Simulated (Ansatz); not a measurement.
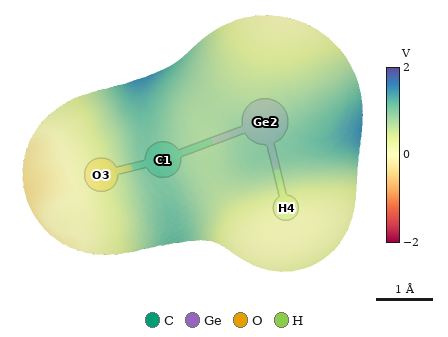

Figure. CHGeO (doublet). The electrostatic potential painted on the density surface at 0.004 e/bohr³, seen across its widest extent; red is negative and blue positive.

Geometry: PBE0-D3(BJ)/def2-SVP.

The calculation used isolated molecule in a Gaussian basis; Kohn-Sham density functional theory, functional PBE0 (Ansatz 0.2.0).

```yaml
atoms:
  - { symbol: C, position_ang: [0.2075, -0.0588, -0.4775] }
  - { symbol: Ge, position_ang: [-0.8398, -0.5996, 1.0897] }
  - { symbol: O, position_ang: [0.8152, 0.3800, -1.3428] }
  - { symbol: H, position_ang: [-0.7405, -2.0399, 0.4155] }
```

Describe the electrostatic potential map.

The most negative region (about −0.3 V, or −7 kcal/mol for a unit charge) lies over O3, the most positive (about +1.5 V, or +35 kcal/mol for a unit charge) over C1 and Ge2.

What dipole moment does the calculation give?

Its dipole moment is 0.21 D.
